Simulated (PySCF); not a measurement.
Geometry relaxation, with input and output: C6H14N2Si2 (part 2 of 2)

The same run, continued: C6H14N2Si2; PBE0-D3(BJ)/def2-SVP geometry optimisation, gas phase (PySCF 2.14.0). It belongs to a series of runs on one base structure; here: constitutional isomer.

Geometry of the input (Å):
```
C  -0.6604  -2.0687  0.7265
Si -1.1488  -0.6923  -0.5309
Si -2.4372  0.9480  0.4851
N  -2.1205  2.4104  -0.3997
C  0.4468  0.0730  -1.2832
C  1.2050  1.0362  -0.3324
C  2.4160  0.0551  -0.3103
C  2.6154  -0.5865  0.9469
N  2.7216  -1.1111  1.9813
C  1.6925  -0.8251  -1.3510
H  -0.2420  -2.9121  0.2510
H  0.0297  -1.6827  1.4744
H  -1.5922  -2.3804  1.2415
H  -1.8059  -1.3633  -1.6706
H  -2.0286  1.3168  1.8571
H  -3.8376  0.5676  0.5937
H  -2.5446  3.2766  -0.0432
H  -2.2580  2.3968  -1.3928
H  0.2151  0.5437  -2.2266
H  1.4276  2.0049  -0.7627
H  0.7304  1.2009  0.6323
H  3.3655  0.4656  -0.6442
H  2.1992  -0.7993  -2.3514
H  1.5466  -1.8544  -1.0632
```

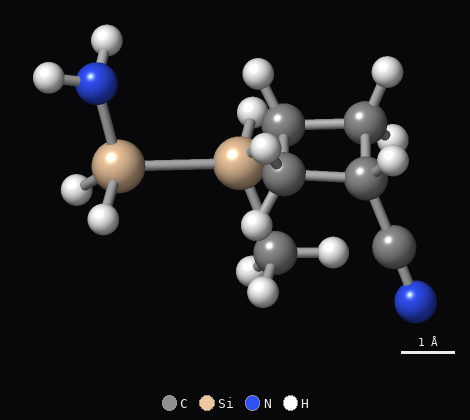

Figure 1. The geometry at step 15 of the log (ball-and-stick view, seen at a tilt).

### Trajectory as extended XYZ, continued
```
24
Properties=species:S:1:pos:R:3:forces:R:3 step=10 energy=-25156.40058
C    -0.5116   -1.8816    0.9886   -0.0722  -0.0414   0.0023
Si   -1.0707   -0.6841   -0.3520    0.0085  -0.0086   0.0127
Si   -2.5448    0.9419    0.4784    0.0131   0.0139  -0.0140
N    -2.6059    2.2206   -0.7127   -0.0245  -0.0065   0.0302
C     0.3898    0.3028   -1.0466    0.0663  -0.0109   0.0198
C     1.3387    0.9044    0.0220   -0.0037  -0.0082   0.0112
C     2.4863   -0.0156   -0.4789   -0.0129  -0.0162   0.0046
C     2.9122   -1.0512    0.4465    0.1050  -0.0174   0.0047
N     3.2545   -1.8876    1.1720   -0.0776   0.0473  -0.0161
C     1.5726   -0.5055   -1.6375   -0.0058   0.0391   0.0180
H     0.3155   -2.5151    0.6377    0.0381  -0.0557  -0.0171
H    -0.1627   -1.3573    1.8902   -0.0047   0.0239   0.0112
H    -1.3420   -2.5438    1.2801    0.0101   0.0233   0.0142
H    -1.6831   -1.4639   -1.4798   -0.0261   0.0299  -0.0169
H    -1.9514    1.5340    1.7213   -0.0042   0.0168  -0.0054
H    -3.8754    0.3692    0.8855   -0.0043  -0.0265   0.0110
H    -3.0316    3.1019   -0.4392    0.0139  -0.0128  -0.0059
H    -2.9257    1.9703   -1.6433    0.0035  -0.0006  -0.0186
H    -0.0165    1.0633   -1.7293   -0.0246   0.0060  -0.0270
H     1.5589    1.9702   -0.1250    0.0093   0.0081  -0.0039
H     1.0596    0.7592    1.0765    0.0028   0.0047  -0.0106
H     3.3846    0.5271   -0.8103   -0.0005   0.0046  -0.0115
H     1.9137   -0.1471   -2.6189    0.0020   0.0026   0.0033
H     1.4523   -1.5968   -1.6977   -0.0115  -0.0154   0.0038
24
Properties=species:S:1:pos:R:3:forces:R:3 step=11 energy=-25156.40367
C    -0.5575   -1.9210    0.9404   -0.0424  -0.0195  -0.0036
Si   -1.0901   -0.7021   -0.3922    0.0125  -0.0005   0.0093
Si   -2.5163    0.9562    0.4613    0.0113   0.0072  -0.0027
N    -2.4830    2.2852   -0.6736   -0.0208  -0.0079   0.0095
C     0.3910    0.2503   -1.0937    0.0392  -0.0120   0.0103
C     1.2936    0.9295   -0.0322   -0.0069  -0.0036   0.0079
C     2.4696   -0.0035   -0.4346   -0.0084  -0.0106   0.0080
C     2.8694   -0.9693    0.5739    0.0525  -0.0113   0.0103
N     3.1745   -1.7492    1.3747   -0.0391   0.0264  -0.0224
C     1.6026   -0.5789   -1.5896   -0.0064   0.0195   0.0081
H     0.1924   -2.6291    0.5574    0.0203  -0.0285  -0.0063
H    -0.1153   -1.4105    1.8088    0.0003   0.0114   0.0044
H    -1.4219   -2.5052    1.2929    0.0066   0.0124   0.0075
H    -1.7392   -1.4555   -1.5176   -0.0134   0.0201  -0.0115
H    -1.9480    1.4722    1.7490   -0.0013   0.0122  -0.0041
H    -3.8815    0.4182    0.7974   -0.0014  -0.0169   0.0079
H    -2.8843    3.1710   -0.3791    0.0082  -0.0076  -0.0023
H    -2.7690    2.0890   -1.6278    0.0019   0.0009  -0.0097
H     0.0053    0.9616   -1.8392   -0.0150   0.0028  -0.0098
H     1.5040    1.9881   -0.2349    0.0068   0.0048  -0.0039
H     0.9783    0.8434    1.0185    0.0007   0.0032  -0.0037
H     3.3724    0.5290   -0.7703   -0.0009   0.0034  -0.0063
H     1.9743   -0.2808   -2.5799    0.0009   0.0028   0.0023
H     1.4958   -1.6733   -1.5818   -0.0052  -0.0087   0.0007
24
Properties=species:S:1:pos:R:3:forces:R:3 step=12 energy=-25156.40457
C    -0.5601   -1.9245    0.9380   -0.0343  -0.0113   0.0014
Si   -1.0888   -0.7005   -0.3918    0.0216  -0.0015   0.0084
Si   -2.5157    0.9548    0.4650    0.0093   0.0142  -0.0111
N    -2.4918    2.2802   -0.6743   -0.0183  -0.0052   0.0111
C     0.3939    0.2513   -1.0935    0.0260  -0.0137   0.0219
C     1.2969    0.9326   -0.0335   -0.0095  -0.0008   0.0008
C     2.4729   -0.0008   -0.4347   -0.0099  -0.0079   0.0042
C     2.8729   -0.9647    0.5751    0.0431  -0.0154   0.0105
N     3.1754   -1.7445    1.3768   -0.0314   0.0207  -0.0139
C     1.6055   -0.5784   -1.5881   -0.0031   0.0183   0.0029
H     0.1873   -2.6350    0.5547    0.0206  -0.0253  -0.0071
H    -0.1165   -1.4160    1.8072    0.0022   0.0081  -0.0006
H    -1.4263   -2.5058    1.2907    0.0028   0.0121   0.0038
H    -1.7408   -1.4481   -1.5195   -0.0110   0.0178  -0.0114
H    -1.9461    1.4787    1.7488   -0.0003   0.0089  -0.0026
H    -3.8774    0.4116    0.8064   -0.0011  -0.0172   0.0105
H    -2.8937    3.1660   -0.3811    0.0071  -0.0075  -0.0038
H    -2.7792    2.0808   -1.6274    0.0008  -0.0001  -0.0086
H     0.0073    0.9607   -1.8406   -0.0119   0.0032  -0.0059
H     1.5081    1.9907   -0.2389    0.0026   0.0056  -0.0038
H     0.9821    0.8493    1.0175   -0.0008   0.0006  -0.0012
H     3.3753    0.5317   -0.7715   -0.0004   0.0024  -0.0079
H     1.9773   -0.2818   -2.5789   -0.0013   0.0020   0.0007
H     1.4986   -1.6729   -1.5787   -0.0027  -0.0079   0.0017
24
Properties=species:S:1:pos:R:3:forces:R:3 step=13 energy=-25156.40752
C    -0.5231   -1.9107    0.9619   -0.0010   0.0154   0.0398
Si   -1.0523   -0.6650   -0.3480    0.0476  -0.0248   0.0062
Si   -2.5324    0.9323    0.5156   -0.0231   0.0466  -0.0655
N    -2.7046    2.1573   -0.7183   -0.0013   0.0248   0.0229
C     0.4173    0.3155   -1.0452   -0.0410  -0.0062   0.0737
C     1.3693    0.9375    0.0094   -0.0094   0.0148  -0.0297
C     2.5161    0.0104   -0.4797   -0.0096   0.0226  -0.0199
C     2.9389   -1.0103    0.4601    0.0039  -0.0368  -0.0048
N     3.2477   -1.8465    1.1995    0.0025  -0.0062   0.0437
C     1.5986   -0.4981   -1.6271    0.0162   0.0140  -0.0218
H     0.2801   -2.5721    0.6042    0.0165  -0.0146  -0.0162
H    -0.1544   -1.4041    1.8677    0.0158  -0.0077  -0.0229
H    -1.3744   -2.5429    1.2579   -0.0142   0.0127  -0.0117
H    -1.6997   -1.3870   -1.4958    0.0007   0.0053  -0.0093
H    -1.9283    1.6087    1.7085    0.0067  -0.0083   0.0059
H    -3.8146    0.3032    0.9918    0.0029  -0.0151   0.0281
H    -3.1416    3.0372   -0.4608   -0.0010  -0.0053  -0.0115
H    -3.0403    1.8662   -1.6309   -0.0016  -0.0108  -0.0031
H    -0.0011    1.0599   -1.7402    0.0102   0.0040  -0.0034
H     1.5946    1.9990   -0.1623   -0.0192   0.0052   0.0020
H     1.0944    0.8170    1.0675   -0.0050  -0.0133   0.0078
H     3.4111    0.5511   -0.8227    0.0055  -0.0088  -0.0122
H     1.9386   -0.1529   -2.6136   -0.0102  -0.0020  -0.0037
H     1.4773   -1.5904   -1.6719    0.0080  -0.0055   0.0056
24
Properties=species:S:1:pos:R:3:forces:R:3 step=14 energy=-25156.40864
C    -0.5438   -1.9377    0.9243    0.0241   0.0173   0.0228
Si   -1.0569   -0.6722   -0.3725   -0.0025  -0.0200   0.0096
Si   -2.5088    0.9429    0.5104   -0.0194   0.0205  -0.0428
N    -2.6569    2.1901   -0.7032    0.0065   0.0011   0.0083
C     0.4226    0.2855   -1.0735   -0.0486   0.0072   0.0112
C     1.3452    0.9572   -0.0258    0.0054   0.0113  -0.0091
C     2.5091    0.0179   -0.4495    0.0074   0.0357  -0.0134
C     2.9080   -0.9577    0.5482   -0.0449  -0.0190  -0.0140
N     3.1798   -1.7551    1.3431    0.0328  -0.0077   0.0277
C     1.6215   -0.5427   -1.5960    0.0087  -0.0177  -0.0097
H     0.2047   -2.6484    0.5395   -0.0155   0.0173  -0.0026
H    -0.1080   -1.4440    1.8070    0.0157  -0.0174  -0.0170
H    -1.4180   -2.5151    1.2621   -0.0108  -0.0005  -0.0090
H    -1.7342   -1.3667   -1.5206    0.0149  -0.0085  -0.0022
H    -1.9061    1.5913    1.7195    0.0099  -0.0076   0.0016
H    -3.7993    0.3162    0.9710    0.0059   0.0054   0.0162
H    -3.0820    3.0727   -0.4369   -0.0101   0.0054  -0.0032
H    -2.9832    1.9198   -1.6256   -0.0019  -0.0085   0.0046
H     0.0155    0.9978   -1.8084    0.0201   0.0005   0.0079
H     1.5640    2.0135   -0.2346   -0.0069  -0.0024   0.0031
H     1.0461    0.8760    1.0298   -0.0009  -0.0060   0.0064
H     3.4092    0.5482   -0.7956    0.0066  -0.0114   0.0055
H     1.9809   -0.2372   -2.5886   -0.0046   0.0023   0.0013
H     1.5078   -1.6369   -1.5964    0.0080   0.0028  -0.0034
24
Properties=species:S:1:pos:R:3:forces:R:3 step=15 energy=-25156.40963
C    -0.5317   -1.9297    0.9320    0.0088   0.0116   0.0116
Si   -1.0532   -0.6678   -0.3649   -0.0055  -0.0083   0.0053
Si   -2.5125    0.9446    0.5121   -0.0124   0.0046  -0.0230
N    -2.6886    2.1747   -0.7150    0.0033   0.0006   0.0034
C     0.4224    0.2962   -1.0649   -0.0254   0.0034   0.0069
C     1.3534    0.9529   -0.0148    0.0042   0.0028  -0.0016
C     2.5119    0.0146   -0.4557    0.0024   0.0205  -0.0078
C     2.9130   -0.9749    0.5280   -0.0274  -0.0143  -0.0120
N     3.1931   -1.7814    1.3109    0.0178   0.0036   0.0143
C     1.6164   -0.5289   -1.6045    0.0038  -0.0118   0.0014
H     0.2282   -2.6282    0.5480   -0.0136   0.0076  -0.0041
H    -0.1069   -1.4356    1.8194    0.0129  -0.0093  -0.0073
H    -1.4010   -2.5200    1.2602   -0.0048   0.0003  -0.0018
H    -1.7247   -1.3692   -1.5122    0.0140  -0.0050  -0.0027
H    -1.8982    1.6115    1.7054    0.0081  -0.0020  -0.0018
H    -3.7904    0.3128    0.9999    0.0045   0.0056   0.0108
H    -3.1193    3.0565   -0.4550   -0.0074   0.0012  -0.0021
H    -3.0264    1.8874   -1.6282    0.0003  -0.0051   0.0027
H     0.0133    1.0183   -1.7887    0.0123  -0.0002   0.0031
H     1.5743    2.0108   -0.2124   -0.0039  -0.0012   0.0015
H     1.0602    0.8600    1.0415    0.0006  -0.0032   0.0022
H     3.4129    0.5447   -0.7996    0.0047  -0.0071   0.0045
H     1.9708   -0.2114   -2.5952   -0.0021   0.0033   0.0003
H     1.5002   -1.6228   -1.6186    0.0047   0.0026  -0.0035
24
Properties=species:S:1:pos:R:3:forces:R:3 step=16 energy=-25156.41045
C    -0.5085   -1.9182    0.9388   -0.0077   0.0039  -0.0052
Si   -1.0408   -0.6535   -0.3500   -0.0183   0.0125  -0.0071
Si   -2.5126    0.9514    0.5208   -0.0021  -0.0249   0.0218
N    -2.7822    2.1223   -0.7454    0.0008  -0.0013  -0.0098
C     0.4290    0.3192   -1.0482    0.0101  -0.0004  -0.0058
C     1.3752    0.9512    0.0039    0.0023  -0.0051   0.0079
C     2.5226    0.0128   -0.4645   -0.0010  -0.0063   0.0004
C     2.9228   -0.9992    0.4975   -0.0040   0.0007  -0.0091
N     3.2101   -1.8186    1.2644    0.0005   0.0095  -0.0004
C     1.6139   -0.5010   -1.6166   -0.0015  -0.0023   0.0131
H     0.2603   -2.6027    0.5480   -0.0120  -0.0055  -0.0036
H    -0.0901   -1.4310    1.8325    0.0059   0.0012   0.0056
H    -1.3731   -2.5219    1.2551    0.0043   0.0004   0.0108
H    -1.7088   -1.3564   -1.4987    0.0148  -0.0039  -0.0031
H    -1.8654    1.6815    1.6588    0.0043   0.0059  -0.0069
H    -3.7452    0.3024    1.0954    0.0008   0.0086  -0.0002
H    -3.2290    3.0016   -0.5047   -0.0054  -0.0021   0.0011
H    -3.1507    1.7833   -1.6285    0.0039   0.0013  -0.0012
H     0.0164    1.0566   -1.7543    0.0000  -0.0010  -0.0025
H     1.6014    2.0110   -0.1771    0.0001  -0.0002  -0.0006
H     1.0919    0.8410    1.0615    0.0023   0.0023  -0.0041
H     3.4272    0.5398   -0.8039    0.0007   0.0012   0.0027
H     1.9604   -0.1627   -2.6031    0.0020   0.0028  -0.0003
H     1.4924   -1.5937   -1.6542   -0.0007   0.0026  -0.0035
24
Properties=species:S:1:pos:R:3:forces:R:3 step=17 energy=-25156.41060
C    -0.5030   -1.9170    0.9347   -0.0079   0.0009  -0.0097
Si   -1.0354   -0.6464   -0.3479   -0.0189   0.0173  -0.0124
Si   -2.5072    0.9575    0.5244    0.0010  -0.0289   0.0335
N    -2.8277    2.0936   -0.7609    0.0027  -0.0025  -0.0108
C     0.4352    0.3252   -1.0460    0.0188  -0.0023  -0.0104
C     1.3823    0.9557    0.0063    0.0013  -0.0057   0.0080
C     2.5281    0.0149   -0.4610   -0.0016  -0.0152   0.0038
C     2.9231   -0.9985    0.5019    0.0018   0.0082  -0.0033
N     3.2083   -1.8159    1.2717   -0.0031   0.0075  -0.0069
C     1.6199   -0.4955   -1.6149   -0.0043   0.0008   0.0118
H     0.2543   -2.6079    0.5331   -0.0095  -0.0073  -0.0007
H    -0.0697   -1.4372    1.8251    0.0030   0.0038   0.0070
H    -1.3704   -2.5131    1.2575    0.0053   0.0006   0.0132
H    -1.7063   -1.3452   -1.4975    0.0137  -0.0042  -0.0026
H    -1.8413    1.7222    1.6285    0.0023   0.0069  -0.0079
H    -3.7137    0.3038    1.1474   -0.0015   0.0080  -0.0044
H    -3.2828    2.9715   -0.5307   -0.0050  -0.0026   0.0015
H    -3.2103    1.7273   -1.6269    0.0043   0.0033  -0.0023
H     0.0240    1.0627   -1.7527   -0.0050  -0.0003  -0.0005
H     1.6104    2.0151   -0.1747    0.0022  -0.0003  -0.0016
H     1.0984    0.8462    1.0638    0.0015   0.0039  -0.0041
H     3.4357    0.5385   -0.7978   -0.0017   0.0044   0.0013
H     1.9674   -0.1544   -2.6001    0.0028   0.0014   0.0001
H     1.4977   -1.5880   -1.6560   -0.0023   0.0022  -0.0028
24
Properties=species:S:1:pos:R:3:forces:R:3 step=18 energy=-25156.41083
C    -0.5066   -1.9204    0.9262   -0.0036  -0.0027  -0.0074
Si   -1.0348   -0.6450   -0.3532   -0.0107   0.0101  -0.0093
Si   -2.4992    0.9625    0.5238    0.0011  -0.0187   0.0245
N    -2.8417    2.0810   -0.7709    0.0025   0.0024  -0.0090
C     0.4397    0.3205   -1.0521    0.0154   0.0007  -0.0088
C     1.3787    0.9627    0.0005   -0.0001  -0.0037   0.0037
C     2.5288    0.0189   -0.4497    0.0002  -0.0148   0.0052
C     2.9169   -0.9841    0.5265    0.0037   0.0120   0.0041
N     3.1973   -1.7906    1.3095   -0.0024  -0.0001  -0.0082
C     1.6299   -0.5029   -1.6053   -0.0050   0.0022   0.0031
H     0.2260   -2.6301    0.5117   -0.0033  -0.0057   0.0027
H    -0.0441   -1.4476    1.8057    0.0010   0.0042   0.0033
H    -1.3800   -2.4961    1.2692    0.0030   0.0020   0.0099
H    -1.7095   -1.3402   -1.5028    0.0079  -0.0030  -0.0018
H    -1.8202    1.7437    1.6082    0.0014   0.0032  -0.0049
H    -3.6943    0.3128    1.1719   -0.0019   0.0035  -0.0037
H    -3.3009    2.9582   -0.5466   -0.0043  -0.0023   0.0000
H    -3.2287    1.7022   -1.6295    0.0028   0.0023  -0.0024
H     0.0329    1.0501   -1.7695   -0.0085   0.0014   0.0042
H     1.6063    2.0207   -0.1891    0.0035  -0.0007  -0.0023
H     1.0879    0.8631    1.0570   -0.0002   0.0036  -0.0019
H     3.4388    0.5399   -0.7840   -0.0027   0.0046  -0.0009
H     1.9837   -0.1682   -2.5905    0.0023  -0.0005   0.0004
H     1.5102   -1.5959   -1.6394   -0.0021   0.0002  -0.0005
24
Properties=species:S:1:pos:R:3:forces:R:3 step=19 energy=-25156.41092
C    -0.5082   -1.9201    0.9266   -0.0001  -0.0027  -0.0019
Si   -1.0343   -0.6453   -0.3545   -0.0005  -0.0027  -0.0017
Si   -2.4979    0.9619    0.5228   -0.0033  -0.0023   0.0030
N    -2.8460    2.0728   -0.7774    0.0026   0.0047  -0.0008
C     0.4412    0.3191   -1.0534    0.0068   0.0049   0.0006
C     1.3775    0.9654   -0.0008   -0.0008  -0.0019  -0.0014
C     2.5294    0.0216   -0.4461    0.0004  -0.0068   0.0030
C     2.9169   -0.9778    0.5336    0.0031   0.0066   0.0078
N     3.1966   -1.7815    1.3197   -0.0008  -0.0028  -0.0057
C     1.6333   -0.5041   -1.6021   -0.0027   0.0024  -0.0045
H     0.2142   -2.6389    0.5100    0.0014  -0.0036   0.0020
H    -0.0345   -1.4474    1.8004    0.0011   0.0028  -0.0011
H    -1.3835   -2.4865    1.2803   -0.0002   0.0042   0.0046
H    -1.7074   -1.3412   -1.5045    0.0026  -0.0017  -0.0009
H    -1.8164    1.7514    1.5996    0.0011  -0.0010  -0.0002
H    -3.6903    0.3146    1.1776   -0.0010   0.0000  -0.0004
H    -3.3096    2.9487   -0.5568   -0.0031  -0.0018  -0.0016
H    -3.2308    1.6888   -1.6346    0.0011  -0.0011  -0.0024
H     0.0343    1.0462   -1.7734   -0.0063   0.0018   0.0038
H     1.6048    2.0229   -0.1933    0.0019  -0.0003  -0.0020
H     1.0848    0.8691    1.0555   -0.0014   0.0021  -0.0001
H     3.4391    0.5433   -0.7800   -0.0016   0.0021  -0.0020
H     1.9890   -0.1707   -2.5871    0.0010  -0.0017   0.0004
H     1.5150   -1.5972   -1.6346   -0.0012  -0.0013   0.0015
```

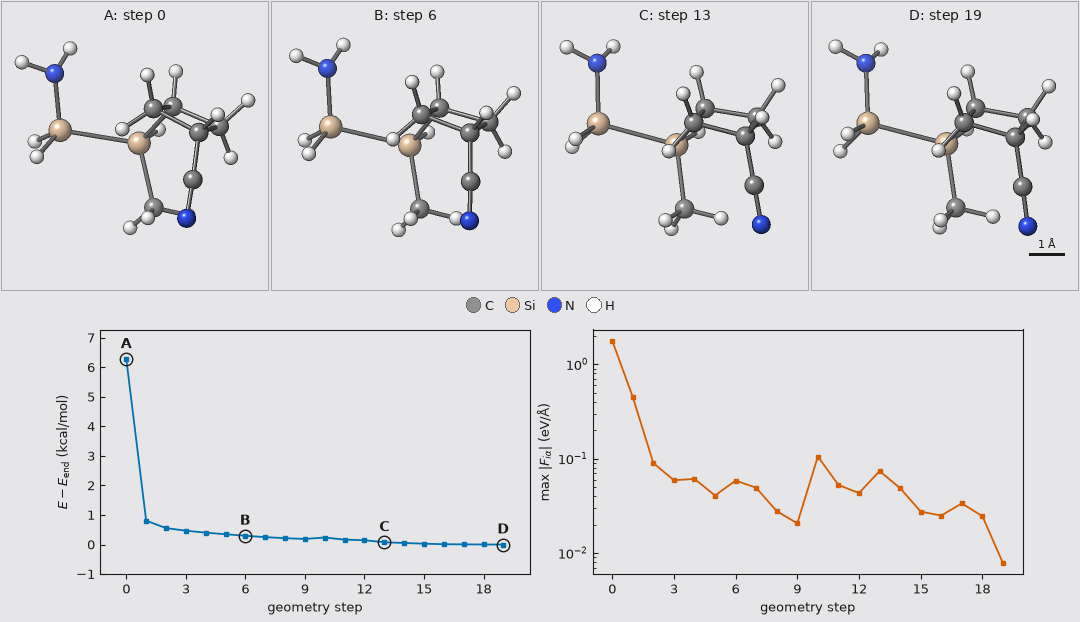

Figure 2. Frames of the relaxation (ball-and-stick view, seen at a tilt) above the curves, on which the letters mark them (steps are counted from 0).

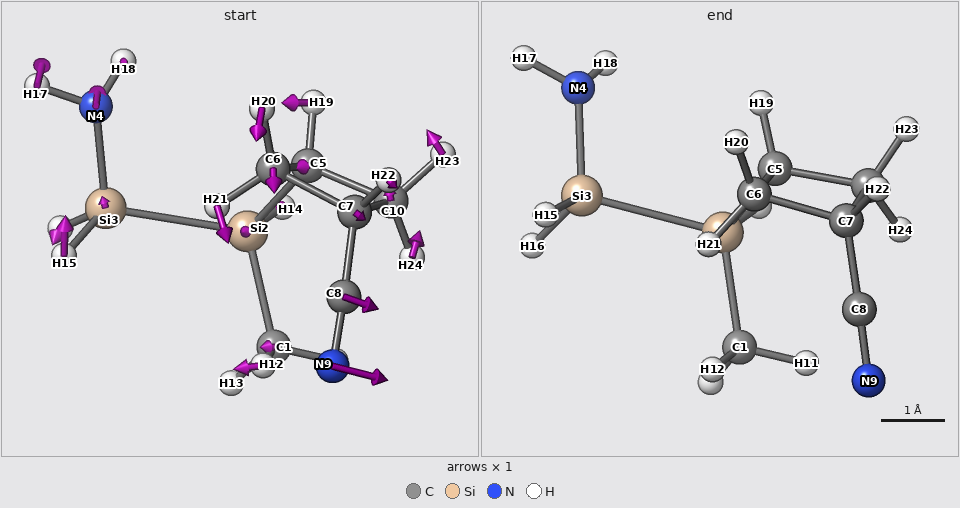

Figure 3. Before (left) and after (right) the relaxation, at one scale (ball-and-stick view, seen at a tilt). The pink arrows give the displacements, at true length. After 19 geometry steps the energy has fallen by 6.27 kcal/mol. The largest force component goes from 1.8 to 0.0078 eV/Å. The largest move after the best rigid fit is that of H18, 1.03 Å. Largest moves by element: H 1.03 Å, N 1.01 Å, C 0.65 Å, Si 0.21 Å. Among the contacts that change: Si3–H16 1.455 → 1.507 Å, C1–H11 1.055 → 1.101 Å, C1–Si2 1.927 → 1.882 Å, C7–C8 1.426 → 1.452 Å. Among the angles that change: Si3–Si2–H14 114.3° → 108.9°, Si2–Si3–H15 115.4° → 110.2°, N4–Si3–H15 102.2° → 106.9°. (Atoms are counted from 1 in the order of the input.)

### Results in brief

| quantity | value |
| --- | --- |
| outcome | converged |
| total energy | −924.481057 hartree |
| dipole moment | 4.56 D |
| point group | C1 |
| wall time | 17 min |
| peak memory | 1.1 GiB |
